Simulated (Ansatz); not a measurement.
# BH3 (triplet): correlated methods under varied settings at distance B1–H3 = 1.624 Å

What do other methods and options give for BH3 (triplet) at this geometry, and how long do they take?

Program: Ansatz 0.2.0, Gaussian basis. Level of theory: the settings change from run to run. These are calculated values, not measurements.

16 further runs of the same task are left out: 15 that didn't finish, 1 set aside as unsound or not needed.

## Step 1: The system

The geometry derives from a PBE0/def2-TZVP stationary point (not a proven minimum). One bond is set to the value named and the two fragments are kept rigid.

4 atoms, charge 0, spin multiplicity 3.

Atoms are counted from 1 here; the program's logs count them from 0.

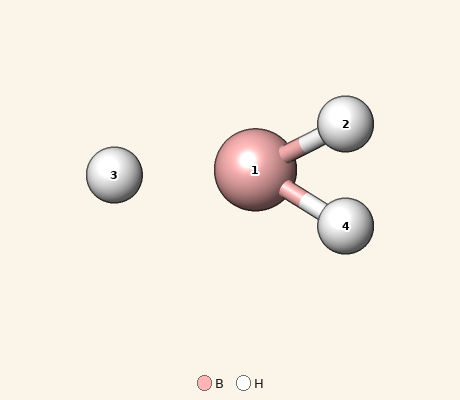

The structure; boron pink, hydrogen white; atoms are numbered from 1 in the order of the file.

Geometry (Å):

```
B    -0.13435    0.00001    0.06380
H     0.29196    0.53909   -1.01714
H     0.85722   -0.00007    1.34994
H     0.29187   -0.53913   -1.01714
```

## Step 2: CASSCF(2,3)/cc-pVDZ

in.yaml

```yaml
crystal:
  periodic: [false, false, false]
  atoms:
    - {symbol: B, position_ang: [-0.134353, 0.000010, 0.063802]}
    - {symbol: H, position_ang: [0.291957, 0.539089, -1.017137]}
    - {symbol: H, position_ang: [0.857221, -0.000067, 1.349943]}
    - {symbol: H, position_ang: [0.291874, -0.539132, -1.017138]}
basis:
  gaussian: {orbitals: cc-pVDZ}
magnetization: {spin_polarized: false, initial_magnetization: 2}
correlation: {active_space: {window: {electrons: 2, orbitals: 3}}}
scf: {lower_state_search: full}
output: {forces: true}
```

Started as:

```sh
ansatz run in.yaml --threads 1 --pin off --events-out ev --progress --plain --max-ram 2393MiB
```

Output:

```text
Functional definition: HF
  name "HF"
  cite "Fock, Z. Phys. 61, 126 (1930) doi:10.1007/BF01340294"
  parent pbe
  exchange = exact_x
  correlation = 0
263 factors; integrals over basis functions are off by at most 1.3e-3 eV
mean field evaluation 1: about -712.1569 eV, gradient 9.9e0 eV
mean field evaluation 2: about -712.1576 eV, gradient 9.9e0 eV
mean field evaluation 4: about -713.2004 eV, gradient 7.6e-1 eV
mean field evaluation 8: about -713.2108 eV, gradient 5.4e-4 eV
mean field evaluation 16: about -706.2758 eV, gradient 2.6e1 eV
mean field evaluation 32: about -713.2095 eV, gradient 2.0e-1 eV
mean field -713.21080117 eV, -26.2100135113 hartree, gradient 1.5e-6 eV, S^2 2.000000; 4 other end points of the search recorded, 0 dependent functions left out
reference -713.21080117 eV, -26.2100135113 hartree; 5, 3 occupied and 24, 26 virtual orbitals, 263 factors
state -713.21080117 eV, -26.2100135113 hartree
the calculation of the forces begins
Total energy: -713.21080117 eV, -26.2100135113 hartree
Atom 0 at    -0.134353     0.000010     0.063802 Å, force     2.215674    -0.000173     3.693743 eV/Å
Atom 1 at     0.291957     0.539089    -1.017137 Å, force     0.155994     0.080707    -0.065875 eV/Å
Atom 2 at     0.857221    -0.000067     1.349943 Å, force    -2.527649     0.000197    -3.561992 eV/Å
Atom 3 at     0.291874    -0.539132    -1.017138 Å, force     0.155982    -0.080731    -0.065875 eV/Å
Dipole moment:     0.083326    -0.000006    -0.399451 e Å
```

It took 0.18 s on 1 thread of Arm Neoverse V2, shared host.

From the report: 9 determinants; active occupations 1.00, 1.00, 0.00. With so small a space the active step adds no correlation: the energy is the mean field's.

## Step 3: CASCI(2,4)/cc-pVDZ

in.yaml: that of step 2 with these lines changed.

```diff
@@ -10,4 +10,2 @@
 magnetization: {spin_polarized: false, initial_magnetization: 2}
-correlation: {active_space: {window: {electrons: 2, orbitals: 3}}}
-scf: {lower_state_search: full}
-output: {forces: true}
+correlation: {active_space: {window: {electrons: 2, orbitals: 4}, fixed_orbitals: true}}
```

The command is unchanged.

Output:

```text
Functional definition: HF
  name "HF"
  cite "Fock, Z. Phys. 61, 126 (1930) doi:10.1007/BF01340294"
  parent pbe
  exchange = exact_x
  correlation = 0
263 factors; integrals over basis functions are off by at most 1.3e-3 eV
mean field evaluation 1: about -712.1569 eV, gradient 9.9e0 eV
mean field evaluation 2: about -712.1576 eV, gradient 9.9e0 eV
mean field evaluation 4: about -713.2004 eV, gradient 7.6e-1 eV
mean field evaluation 8: about -713.2108 eV, gradient 5.4e-4 eV
mean field -713.21080117 eV, -26.2100135113 hartree, gradient 1.5e-6 eV, S^2 2.000000; 0 other end points of the search recorded, 0 dependent functions left out
reference -713.21080117 eV, -26.2100135113 hartree; 5, 3 occupied and 24, 26 virtual orbitals, 263 factors
state -713.21081201 eV, -26.2100139096 hartree
Total energy: -713.21081201 eV, -26.2100139096 hartree
```

Run time: 0.09 s. Hardware: 1 thread of Arm Neoverse V2, shared host.

From the report: 8 determinants; active occupations 1.00, 1.00, 0.00, 0.00.

## Step 4: CASSCF(2,5)/6-31G*

in.yaml: that of step 3 with these lines changed.

```diff
@@ -8,4 +8,5 @@
 basis:
-  gaussian: {orbitals: cc-pVDZ}
+  gaussian: {orbitals: "6-31G*"}
 magnetization: {spin_polarized: false, initial_magnetization: 2}
-correlation: {active_space: {window: {electrons: 2, orbitals: 4}, fixed_orbitals: true}}
+correlation: {active_space: {window: {electrons: 2, orbitals: 5}, states: [{multiplicity: 3, weights: [1, 1]}], root: 1}}
+output: {forces: true}
```

The command is unchanged.

Output, shortened:

```text
Functional definition: HF
  name "HF"
  cite "Fock, Z. Phys. 61, 126 (1930) doi:10.1007/BF01340294"
  parent pbe
[...]
396 factors; integrals over basis functions are off by at most 1.7e-7 eV
[...]
mean field -712.85067464 eV, -26.1967791053 hartree, gradient 6.0e-6 eV, S^2 2.000000; 0 other end points of the search recorded, 0 dependent functions left out
reference -712.85067464 eV, -26.1967791053 hartree; 5, 3 occupied and 16, 18 virtual orbitals, 396 factors
state -712.59726394 eV, -26.1874664340 hartree
state -706.22690380 eV, -25.9533600170 hartree
[...]
Total energy: -706.22690380 eV, -25.9533600170 hartree
Atom 0 at    -0.134353     0.000010     0.063802 Å, force     4.385795    -0.000338     1.199411 eV/Å
Atom 1 at     0.291957     0.539089    -1.017137 Å, force    -1.348169     0.562602    -1.708111 eV/Å
Atom 2 at     0.857221    -0.000067     1.349943 Å, force    -1.689370     0.000128     2.216811 eV/Å
Atom 3 at     0.291874    -0.539132    -1.017138 Å, force    -1.348256    -0.562392    -1.708112 eV/Å
Dipole moment:    -0.422735     0.000033    -0.617286 e Å
```

Run time: 0.24 s. Hardware: 1 thread of Arm Neoverse V2, shared host.

From the report: 25 determinants; active occupations (of the averaged states) 1.00, 0.50, 0.50, 0.00, 0.00.

## Step 5: CCSDT(Q) on UHF/cc-pVDZ

in.yaml

```yaml
crystal:
  periodic: [false, false, false]
  atoms:
    - {symbol: B, position_ang: [-0.134353, 0.000010, 0.063802]}
    - {symbol: H, position_ang: [0.291957, 0.539089, -1.017137]}
    - {symbol: H, position_ang: [0.857221, -0.000067, 1.349943]}
    - {symbol: H, position_ang: [0.291874, -0.539132, -1.017138]}
basis:
  gaussian: {orbitals: cc-pVDZ}
magnetization: {spin_polarized: true, initial_magnetization: 2}
correlation: {method: ccsdt_q, electrons: outside_noble_gas}
scf: {omitted_lower_state_checks: [cluster_reference]}
```

Launched as before.

Output, shortened:

```text
Functional definition: HF
  name "HF"
  cite "Fock, Z. Phys. 61, 126 (1930) doi:10.1007/BF01340294"
  parent pbe
[...]
529 factors; integrals over basis functions are off by at most 1.6e-7 eV
[...]
mean field -713.28674058 eV, -26.2128042330 hartree, gradient 1.8e-6 eV, S^2 2.013394; 0 other end points of the search recorded, 0 dependent functions left out
1 core orbitals not correlated: weight in the atoms' cores, before any rotation towards them, 1.000 or more for the frozen orbitals, at most 0.000 for the correlated occupied ones
reference -713.28674058 eV, -26.2128042330 hartree; 4, 2 occupied and 24, 26 virtual orbitals, 529 factors
second order -2.36343451 eV of doubles, -0.00000000 eV of singles
cycle   1  -2.82549952 eV  change   -4.6e-1 eV  update   5.8e-2
[...]
cycle  16  -3.12404787 eV  change   -4.6e-7 eV  update   2.6e-7
perturbative correction -0.00163661 eV, -0.0000601444 hartree
Total energy: -716.41242506 eV, -26.3276710191 hartree
Checks for a lower state left out: cluster_reference
```

Wall time 2.1 s (1 thread of Arm Neoverse V2, shared host).

From the report: ⟨S²⟩ of the determinant 2.013 (pure triplet: 2.00); correlation -3.1257 eV; T1 0.017; largest double amplitude 0.06.

## Step 6: FCI/6-31G

in.yaml

```yaml
crystal:
  periodic: [false, false, false]
  atoms:
    - {symbol: B, position_ang: [-0.134353, 0.000010, 0.063802]}
    - {symbol: H, position_ang: [0.291957, 0.539089, -1.017137]}
    - {symbol: H, position_ang: [0.857221, -0.000067, 1.349943]}
    - {symbol: H, position_ang: [0.291874, -0.539132, -1.017138]}
basis:
  gaussian: {orbitals: 6-31G}
magnetization: {spin_polarized: false, initial_magnetization: 2}
correlation: {method: fci, electrons: outside_noble_gas}
```

Same command.

Output:

```text
Functional definition: HF
  name "HF"
  cite "Fock, Z. Phys. 61, 126 (1930) doi:10.1007/BF01340294"
  parent pbe
  exchange = exact_x
  correlation = 0
345 factors; integrals over basis functions are off by at most 6.0e-8 eV
mean field evaluation 1: about -711.3956 eV, gradient 9.8e0 eV
mean field evaluation 2: about -711.3962 eV, gradient 9.8e0 eV
mean field evaluation 4: about -712.4306 eV, gradient 6.7e-1 eV
mean field evaluation 8: about -712.4378 eV, gradient 4.7e-4 eV
mean field -712.43775365 eV, -26.1816045388 hartree, gradient 2.8e-6 eV, S^2 2.000000; 0 other end points of the search recorded, 0 dependent functions left out
mean field evaluation 16: about -712.4447 eV, gradient 6.7e-1 eV
1 core orbitals not correlated: weight in the atoms' cores, before any rotation towards them, 1.000 or more for the frozen orbitals, at most 0.000 for the correlated occupied ones
reference -712.43775365 eV, -26.1816045388 hartree; 4, 2 occupied and 10, 12 virtual orbitals, 345 factors
state -714.60356318 eV, -26.2611965711 hartree
Total energy: -714.60356318 eV, -26.2611965711 hartree
```

Wall time 0.33 s (1 thread of Arm Neoverse V2, shared host).

From the report: 66,240 determinants, symmetry A''.

## Step 7: MP2 on UHF/cc-pVDZ

in.yaml: that of step 6 with these lines changed.

```diff
@@ -8,4 +8,5 @@
 basis:
-  gaussian: {orbitals: 6-31G}
-magnetization: {spin_polarized: false, initial_magnetization: 2}
-correlation: {method: fci, electrons: outside_noble_gas}
+  gaussian: {orbitals: cc-pVDZ}
+magnetization: {spin_polarized: true, initial_magnetization: 2}
+correlation: {method: mp2, electrons: all}
+output: {forces: true}
```

The command is unchanged.

Output, shortened:

```text
Functional definition: HF
  name "HF"
  cite "Fock, Z. Phys. 61, 126 (1930) doi:10.1007/BF01340294"
  parent pbe
[...]
263 factors; integrals over basis functions are off by at most 1.3e-3 eV
[...]
mean field -713.28673507 eV, -26.2128040307 hartree, gradient 1.8e-6 eV, S^2 2.013394; 0 other end points of the search recorded, 0 dependent functions left out
reference -713.28673507 eV, -26.2128040307 hartree; 5, 3 occupied and 24, 26 virtual orbitals, 263 factors
second order -2.40367949 eV of doubles, -0.00000000 eV of singles
[...]
Total energy: -715.69041456 eV, -26.3011376227 hartree
Atom 0 at    -0.134353     0.000010     0.063802 Å, force     2.140857    -0.000168     3.748250 eV/Å
Atom 1 at     0.291957     0.539089    -1.017137 Å, force     0.169300     0.164758    -0.143101 eV/Å
Atom 2 at     0.857221    -0.000067     1.349943 Å, force    -2.479431     0.000193    -3.462048 eV/Å
Atom 3 at     0.291874    -0.539132    -1.017138 Å, force     0.169274    -0.164784    -0.143102 eV/Å
Dipole moment:     0.115857    -0.000009    -0.370185 e Å
```

Run time: 0.12 s. Hardware: 1 thread of Arm Neoverse V2, shared host.

From the report: ⟨S²⟩ of the determinant 2.013 (pure triplet: 2.00).

## Step 8: BCCD(T) on ROHF/cc-pVDZ

in.yaml: that of step 7 with these lines changed.

```diff
@@ -9,4 +9,5 @@
   gaussian: {orbitals: cc-pVDZ}
-magnetization: {spin_polarized: true, initial_magnetization: 2}
-correlation: {method: mp2, electrons: all}
+magnetization: {spin_polarized: false, initial_magnetization: 2}
+correlation: {method: bccd_t, electrons: outside_noble_gas}
+accuracy: high
 output: {forces: true}
```

Same command.

Output, shortened:

```text
Functional definition: HF
  name "HF"
  cite "Fock, Z. Phys. 61, 126 (1930) doi:10.1007/BF01340294"
  parent pbe
[...]
602 factors; integrals over basis functions are off by at most 2.5e-9 eV
[...]
mean field -713.21080650 eV, -26.2100137072 hartree, gradient 1.5e-8 eV, S^2 2.000000; 1 other end points of the search recorded, 0 dependent functions left out
[...]
determinant -713.21080650 eV, -26.2100137072 hartree, with singles and doubles -716.32006842 eV, -26.3242769754 hartree
determinant -709.88625696 eV, -26.0878387650 hartree, with singles and doubles -712.80015398 eV, -26.1949225056 hartree
1 core orbitals not correlated: weight in the atoms' cores, before any rotation towards them, 1.000 or more for the frozen orbitals, at most 0.000 for the correlated occupied ones
reference -713.21080650 eV, -26.2100137072 hartree; 4, 2 occupied and 24, 26 virtual orbitals, 602 factors
second order -2.39936537 eV of doubles, -0.04617116 eV of singles
cycle   1  -3.10931579 eV  change   -5.4e-5 eV  update   4.4e-3
[...]
cycle  22  -3.10802049 eV  change  -3.1e-10 eV  update  3.7e-10
perturbative correction -0.07172565 eV, -0.0026358691 hartree
[...]
Total energy: -716.39055264 eV, -26.3268672226 hartree
Atom 0 at    -0.134353     0.000010     0.063802 Å, force     1.891150    -0.000148     3.621231 eV/Å
Atom 1 at     0.291957     0.539089    -1.017137 Å, force     0.189854     0.265942    -0.229727 eV/Å
Atom 2 at     0.857221    -0.000067     1.349943 Å, force    -2.270816     0.000177    -3.161776 eV/Å
Atom 3 at     0.291874    -0.539132    -1.017138 Å, force     0.189813    -0.265970    -0.229728 eV/Å
Dipole moment:     0.120626    -0.000009    -0.360352 e Å
```

Run time: 1.8 s. Hardware: 1 thread of Arm Neoverse V2, shared host.

From the report: correlation -3.1797 eV; largest double amplitude 0.06.

## Step 9: MP2 on UHF/cc-pVDZ

in.yaml: that of step 8 with these lines changed.

```diff
@@ -9,5 +9,4 @@
   gaussian: {orbitals: cc-pVDZ}
-magnetization: {spin_polarized: false, initial_magnetization: 2}
-correlation: {method: bccd_t, electrons: outside_noble_gas}
-accuracy: high
+magnetization: {spin_polarized: true, initial_magnetization: 2}
+correlation: {method: mp2, electrons: outside_noble_gas}
 output: {forces: true}
```

Launched as before.

Output, shortened:

```text
Functional definition: HF
  name "HF"
  cite "Fock, Z. Phys. 61, 126 (1930) doi:10.1007/BF01340294"
  parent pbe
[...]
263 factors; integrals over basis functions are off by at most 1.3e-3 eV
[...]
mean field -713.28673507 eV, -26.2128040307 hartree, gradient 1.8e-6 eV, S^2 2.013394; 0 other end points of the search recorded, 0 dependent functions left out
1 core orbitals not correlated: weight in the atoms' cores, before any rotation towards them, 1.000 or more for the frozen orbitals, at most 0.000 for the correlated occupied ones
reference -713.28673507 eV, -26.2128040307 hartree; 4, 2 occupied and 24, 26 virtual orbitals, 263 factors
second order -2.36342058 eV of doubles, -0.00000000 eV of singles
[...]
Total energy: -715.65015565 eV, -26.2996581349 hartree
Atom 0 at    -0.134353     0.000010     0.063802 Å, force     2.122018    -0.000166     3.772880 eV/Å
Atom 1 at     0.291957     0.539089    -1.017137 Å, force     0.175750     0.169540    -0.159127 eV/Å
Atom 2 at     0.857221    -0.000067     1.349943 Å, force    -2.473491     0.000193    -3.454627 eV/Å
Atom 3 at     0.291874    -0.539132    -1.017138 Å, force     0.175724    -0.169566    -0.159127 eV/Å
Dipole moment:     0.115396    -0.000009    -0.370247 e Å
```

Wall time 0.12 s (1 thread of Arm Neoverse V2, shared host).

From the report: ⟨S²⟩ of the determinant 2.013 (pure triplet: 2.00).

## Step 10: BCCD on ROHF/def2-mTZVP

in.yaml: that of step 9 with these lines changed.

```diff
@@ -8,5 +8,5 @@
 basis:
-  gaussian: {orbitals: cc-pVDZ}
-magnetization: {spin_polarized: true, initial_magnetization: 2}
-correlation: {method: mp2, electrons: outside_noble_gas}
-output: {forces: true}
+  gaussian: {orbitals: def2-mTZVP}
+magnetization: {spin_polarized: false, initial_magnetization: 2}
+correlation: {method: bccd, electrons: valence}
+scf: {lower_state_search: off}
```

Same command.

Output, shortened:

```text
Functional definition: HF
  name "HF"
  cite "Fock, Z. Phys. 61, 126 (1930) doi:10.1007/BF01340294"
  parent pbe
[...]
284 factors; integrals over basis functions are off by at most 8.3e-4 eV
[...]
mean field -713.05173747 eV, -26.2041680281 hartree, gradient 1.3e-6 eV, S^2 2.000000; 0 other end points of the search recorded, 0 dependent functions left out
1 core orbitals not correlated: weight in the atoms' cores, before any rotation towards them, 1.000 or more for the frozen orbitals, at most 0.000 for the correlated occupied ones
reference -713.05173747 eV, -26.2041680281 hartree; 4, 2 occupied and 23, 25 virtual orbitals, 284 factors
second order -1.92791395 eV of doubles, -0.02701031 eV of singles
cycle   1  -2.34993728 eV  change   -3.9e-1 eV  update   5.9e-2
[...]
cycle  11  -2.56513168 eV  change   -1.4e-6 eV  update   4.4e-6
Total energy: -715.61686915 eV, -26.2984348788 hartree
Checks for a lower state left out: stability, starts, cluster_reference, orbital_swaps, neighbouring_geometries, increment
```

Wall time 0.3 s (1 thread of Arm Neoverse V2, shared host).

From the report: correlation -2.5651 eV; largest double amplitude 0.05.

## Step 11: The runs in one table

Where basis and cores are those of an earlier FCI/cc-pVDZ run (-716.4125 eV), and the state is the same kind, the miss against it is given.

```
                                            level         correlated  functions  energy (eV)  from FCI (meV)    time
                              CASSCF(2,3)/cc-pVDZ                            29    -713.2108          3201.7  0.18 s
                               CASCI(2,4)/cc-pVDZ                            29    -713.2108          3201.7  0.09 s
CASSCF(2,5)/6-31G* (excited root 1 of an average)                            21    -706.2269                  0.24 s
                          CCSDT(Q) on UHF/cc-pVDZ  outside noble gas         29    -716.4124             0.1   2.1 s
                                        FCI/6-31G  outside noble gas         15    -714.6036                  0.33 s
                               MP2 on UHF/cc-pVDZ                all         29    -715.6904                  0.12 s
                          BCCD(T) on ROHF/cc-pVDZ  outside noble gas         29    -716.3906            22.0   1.8 s
                               MP2 on UHF/cc-pVDZ  outside noble gas         29    -715.6502           762.4  0.12 s
                          BCCD on ROHF/def2-mTZVP            valence         28    -715.6169                   0.3 s
```

## Step 12: What came out

| quantity | value |
| --- | --- |
| runs | 9 |
| quickest | CASCI(2,4)/cc-pVDZ, 0.09 s |
| slowest | CCSDT(Q) on UHF/cc-pVDZ, 2.1 s |

What this shows: Total energies in different bases, with other cores or another treatment of relativity can't be set against each other. CCSDT(Q) on UHF/cc-pVDZ took 23 times as long as CASCI(2,4)/cc-pVDZ; the jobs differ in more than the method. Among the correlated runs with a miss given, it spans +0 to +762 meV. Hartree-Fock, CASSCF and CASCI lack dynamic correlation by design.
